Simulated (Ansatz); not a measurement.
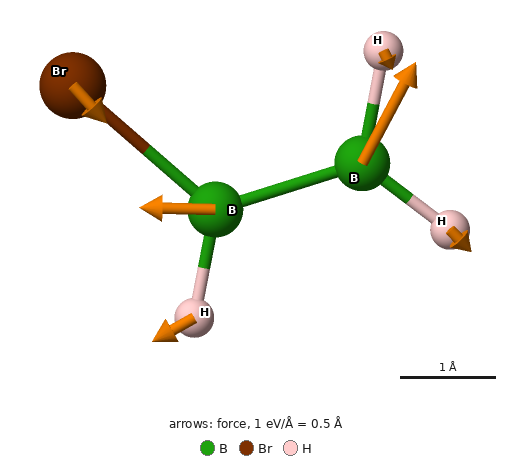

Starting geometry of B$_{2}$H$_{3}$Br with the computed forces as orange arrows. The picture is a ball-and-stick view, seen face on.

The run prepares the start of a later molecular dynamics calculation, from a guessed geometry.

All numbers below come from RKS BLYP-D4/def2-mTZVP (Ansatz 0.2.0).

Input file:
```yaml
crystal:
  periodic: [false, false, false]
  atoms:
    - { symbol: B, position_ang: [-0.2259, -0.0451, -0.8555] }
    - { symbol: B, position_ang: [0.3019, -0.2047, 0.67] }
    - { symbol: Br, position_ang: [-0.07, 1.1946, 2.048] }
    - { symbol: H, position_ang: [-0.8174, 0.9785, -1.1489] }
    - { symbol: H, position_ang: [-0.0688, -0.8325, -1.705] }
    - { symbol: H, position_ang: [0.9223, -1.1548, 0.9452] }
basis:
  gaussian: { orbitals: def2-mTZVP }
hamiltonian:
  xc: blyp
  dispersion: d4
relax:
  f_tol: 0.02
  max_steps: 40
scf:
  lower_state_search: "off"
```

Command:
```bash
ansatz run input.yaml --threads 1 --pin off --max-ram 2048MiB --backend cpu --events-out ev --progress --plain --runs-dir out
```

> Is this structure relaxed? If not, where do the atoms go?

It isn't relaxed: the largest force vector, on B1, is 2.44 eV/Å. The final displacements have little in common with the starting forces (cosine between the two patterns 0.07). After 11 accepted moves (13 points after the start) the energy has fallen by 62.7 kJ/mol. The largest force component goes from 1.7 to 0.0055 eV/Å. The line search rejected the trial steps at points 9, 12 of the run. H5 moves most after the best rigid fit: 1.09 Å. Largest moves by element: H 1.09 Å, Br 0.72 Å, B 0.16 Å. Near-neighbour distances that change, for instance: B2–Br3 1.999 → 1.955 Å, B1–H5 1.169 → 1.199 Å, B2–H6 1.168 → 1.191 Å, B1–B2 1.622 → 1.642 Å. Bond angles that change, for instance: B1–B2–H6 118.3° → 132.0°, B1–B2–Br3 121.3° → 112.3°, Br3–B2–H6 120.4° → 115.7°. Groups turn about B1–B2 by about 90°. Cost: 20 s on 1 thread of Arm Neoverse V1, on a shared host, peak memory 0.1 GiB.
